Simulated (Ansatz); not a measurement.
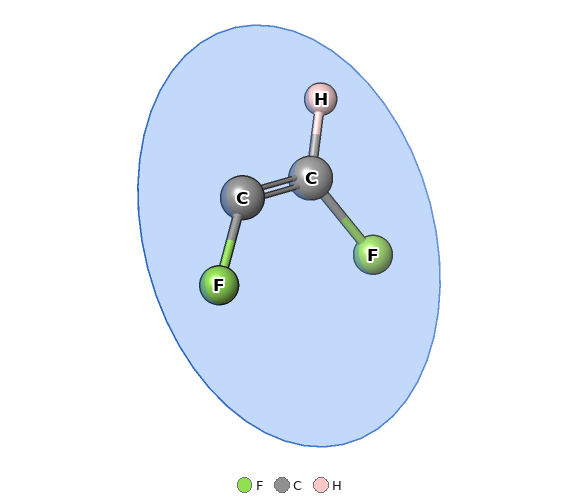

All proper rotation axes (lines) and mirror planes (discs) of the structure are drawn in. Depth is shown by fading: the farther an atom, the more it takes the colour of the background. The species is neutral and a spin doublet. Computed geometry: PBE0-D4/def2-TZVP optimisation. No frequency run is at hand to confirm it as a minimum.

Q: Name the symmetry elements and the point group.

A: It has 1 mirror plane. Point group Cs. The group has 2 operations. The geometry is achiral, and symmetry allows a dipole moment.
